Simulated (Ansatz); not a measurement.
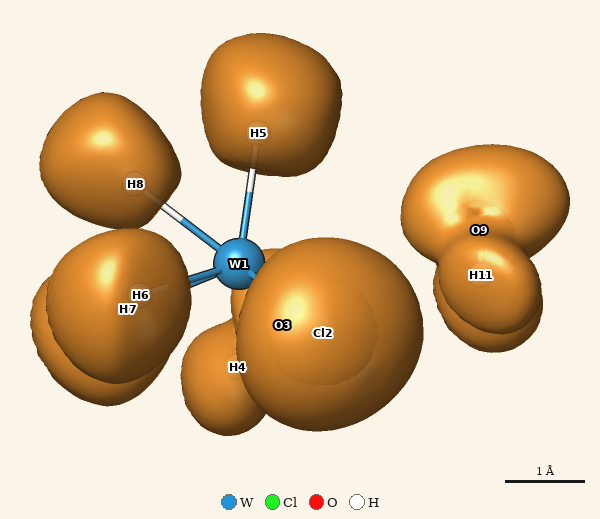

ClH₅OW···H₂O. Isosurface of the ELF at 0.75 (orange), seen from one side. Only the valence region is drawn (cores and ρ < 0.01 e/Å³ removed).

Core potentials replace the inner electrons of W; not at a stationary point (largest force 0.9 eV/Å).

Computed with RKS PBE-D4/def2-SVP in Ansatz 0.2.0.

The calculation's input:

```
crystal:
  periodic: [false, false, false]
  atoms:
    - { symbol: W, position_ang: [0.0, 0.0, 0.0] }
    - { symbol: Cl, position_ang: [0.0, 0.0, 2.74] }
    - { symbol: O, position_ang: [1.94, 0.0, 0.0] }
    - { symbol: H, position_ang: [2.2771, -0.9519, -0.0197] }
    - { symbol: H, position_ang: [0.0, 1.72, 0.0] }
    - { symbol: H, position_ang: [-1.72, 0.0, 0.0] }
    - { symbol: H, position_ang: [0.0, -1.72, 0.0] }
    - { symbol: H, position_ang: [0.0, 0.0, -1.72] }
    - { symbol: O, position_ang: [1.4721, 1.5335, 0.7063] }
    - { symbol: H, position_ang: [2.2027, 1.0805, 1.2365] }
    - { symbol: H, position_ang: [1.039, 1.0824, 1.9242] }
basis:
  gaussian: { orbitals: def2-SVP }
hamiltonian:
  xc: pbe
  dispersion: d4
relax:
  f_tol: 0.15
  max_steps: 25
  restrain:
    - { distance: [0, 8], at: 3.14, k: 30.0 }
    - { distance: [10, 1], at: 2.57, k: 30.0 }
    - { distance: [0, 1], at: 2.39, k: 30.0 }
    - { distance: [10, 8], at: 1.01, k: 30.0 }
output:
  orbitals: {}
```

Command:

```sh
ansatz run input.yaml --threads 2 --pin off --max-ram 3072MiB --backend cpu --events-out ev --progress --plain --runs-dir out
```

The fields are those of the run's last geometry, not of the input's.

> What do the ELF domains correspond to?

At this value the surface marks out four regions around hydrogen nuclei, one region wrapped around Cl (its valence shell) and two joined regions spread over several atoms (H, O), in which their bonds and any lone pairs are merged. Profiles from the grid: W1···O9 (3.12 Å): the ELF dips to about 0.05 between them. W–O (1.90 Å): the ELF peaks at about 0.85 in the valence shell of O, 0.6 Å from its nucleus, and drops to about 0.30 between the two atoms.
